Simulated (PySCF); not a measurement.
Consider C5H11OSi (doublet).

The calculation's input:

```
{"job": {"kind": "epr", "basis": "pcH-1"}, "charge": 0, "multiplicity": 2}
C      2.462976    -0.707531     0.178237
Si     0.900705    -0.254875    -0.806840
C     -0.514634    -1.397684    -0.477214
C     -1.843033    -0.887262    -0.076821
O     -1.896719     0.425598     0.417164
C     -1.314715     1.410508    -0.410610
C      0.207040     1.447769    -0.310746
H      2.277187    -0.738061     1.247525
H      3.255241     0.011315    -0.003378
H      2.827553    -1.683141    -0.124792
H      1.235299    -0.231224    -2.249322
H     -0.484479    -2.457289    -0.678126
H     -2.531259    -0.979828    -0.946808
H     -2.275793    -1.503802     0.723101
H     -1.619215     1.248247    -1.455108
H     -1.749274     2.354729    -0.066520
H      0.578603     2.246849    -0.950379
H      0.475757     1.702001     0.714221
```

Launched as:

```sh
OMP_NUM_THREADS=1 python probes_run.py task.json out
```

Geometry: GFN2-xTB.

Level of theory: UKS B3LYP, pcH-1 on C H O Si, non-relativistic, mean-field spin-orbit, GIAO in PySCF.

### What can the converged electron density, electron localisation function and spin density tell about the bonding?

C–O (1.40 Å): ρ at the midpoint is about 1.5 e/Å³; the ELF peaks at about 0.85 between the atoms (a polar covalent bond).
C–C (1.48 Å): the density is about 1.4 e/Å³ at the midpoint; the ELF peaks at about 0.90 between the atoms (localised, covalent bonding).
C–Si (1.85 Å): ρ at the midpoint is about 0.77 e/Å³; the ELF peaks at about 0.95 between the atoms: a shared electron pair.
C–H (1.08 Å): ρ at the midpoint is about 1.4 e/Å³; the ELF climbs to about 1 towards the hydrogen, as it does in any bond to H: an ordinary covalent bond to hydrogen.
The unpaired spin (1 electron) lies mostly on C3 (about 0.7), Si2 (about 0.1) and C4 (about 0.1), in electrons by Hirshfeld's partition.

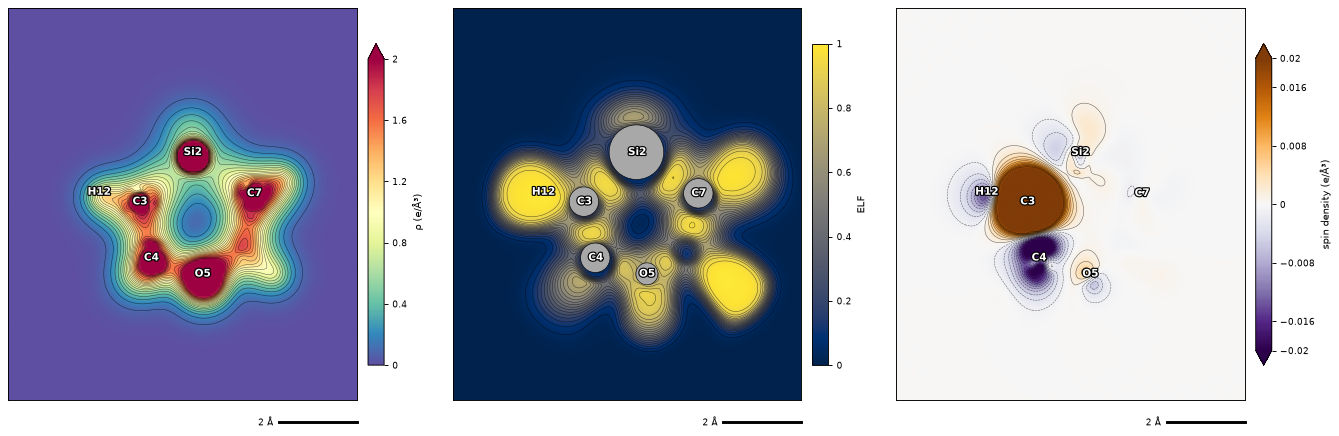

Computed electron density, electron localisation function and spin density on the plane of atoms Si2, C3 and H12, in this order. Grey discs cover the atomic cores in the ELF map. 
